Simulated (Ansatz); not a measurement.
# C₃H₈Ge: how energies converge with the basis set

How large a basis does C₃H₈Ge need? Two functionals are run in growing sets.

Computed with Ansatz 0.2.0, Gaussian basis. Level: one geometry, several basis sets.

Plan: PBE0-D4/def2-SVP; ωB97M-V/def2-SVP; PBE0-D4/def2-QZVPP; ωB97M-V/def2-QZVPP; the functionals' def2-TZVPP values are taken from earlier runs.

## 1. The relaxed structure

The geometry comes from an earlier relaxation with PBE0-D4 in a triple-zeta def2 set; it is a stationary point, not always the lowest conformer.

SMILES `C[CH](C)[GeH]`, 12 atoms, charge 0, spin multiplicity 1.

Atoms are counted from 1 here; the program's logs count them from 0.

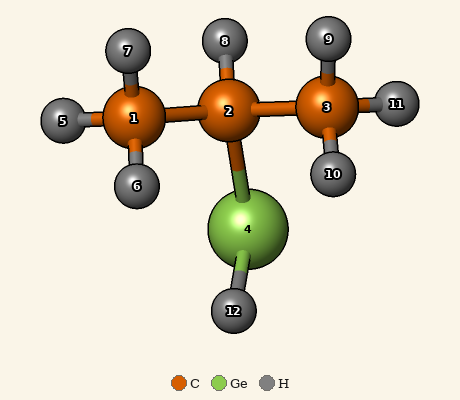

The geometry (carbon orange, germanium green, hydrogen grey); atoms are numbered from 1 in the order of the file.

## 2. PBE0-D4 in def2-SVP

Contents of in.yaml:

```yaml
crystal:
  periodic: [false, false, false]
  atoms:
    - {symbol: C, position_ang: [-0.644840, 0.948397, -0.674256]}
    - {symbol: C, position_ang: [0.234437, -0.275578, -0.481699]}
    - {symbol: C, position_ang: [1.019294, -0.207259, 0.826977]}
    - {symbol: Ge, position_ang: [-0.765210, -2.010192, -0.390848]}
    - {symbol: H, position_ang: [-1.218499, 0.906903, -1.604922]}
    - {symbol: H, position_ang: [-1.357593, 1.048993, 0.149454]}
    - {symbol: H, position_ang: [-0.044048, 1.865781, -0.708202]}
    - {symbol: H, position_ang: [0.944652, -0.350537, -1.312591]}
    - {symbol: H, position_ang: [1.694788, 0.656325, 0.831986]}
    - {symbol: H, position_ang: [0.347083, -0.100224, 1.684037]}
    - {symbol: H, position_ang: [1.642698, -1.092866, 0.997514]}
    - {symbol: H, position_ang: [-1.775962, -1.445043, 0.716449]}
basis:
  gaussian: {orbitals: def2-SVP}
hamiltonian: {xc: pbe0, dispersion: d4}
output: {orbitals: {seedname: orbitals}}
```

Launch:

```console
> ansatz run in.yaml --threads 4 --pin off --events-out ev --progress --plain --max-ram 10444MiB
```

The runs that follow: ωB97M-V in def2-SVP; PBE0-D4 in def2-QZVPP; ωB97M-V in def2-QZVPP.

**Question.** What will the summary of the whole plan be? Wanted: PBE0-D4: double and triple zeta above quadruple; ωB97M-V: double and triple zeta above quadruple.

As calculated:

| quantity | value |
| --- | --- |
| PBE0-D4: double and triple zeta above quadruple | 12.02, 1.41 eV |
| ωB97M-V: double and triple zeta above quadruple | 12.21, 1.38 eV |

PBE0-D4 gains 10.61 eV from double to triple zeta, then 1.41 eV more. These are total energies; as a rule much of such shifts cancels in differences, which this series doesn't test.
